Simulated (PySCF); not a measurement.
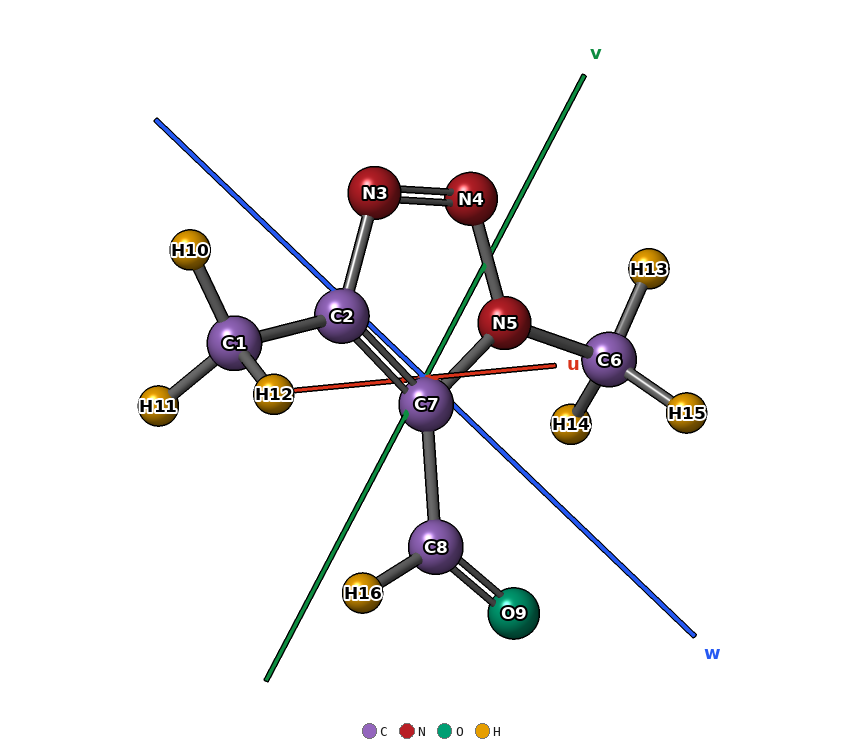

The lines u, v and w are the principal axes of the static dipole polarisability. The computed structure is the end point of a GFN2-xTB optimisation. No frequency run is at hand to confirm it as a minimum. Method: CAM-B3LYP/def2-SVPD (PySCF 2.14.0).

Along which axis is the molecule most polarisable, and along which least?

Answer. Most along w (nearly parallel to the C2–C7 bond), least along u.

Give the three principal values.

Answer. u 53.0, v 90.7, w 105.4 bohr³; mean 83.0, anisotropy 46.8 bohr³.
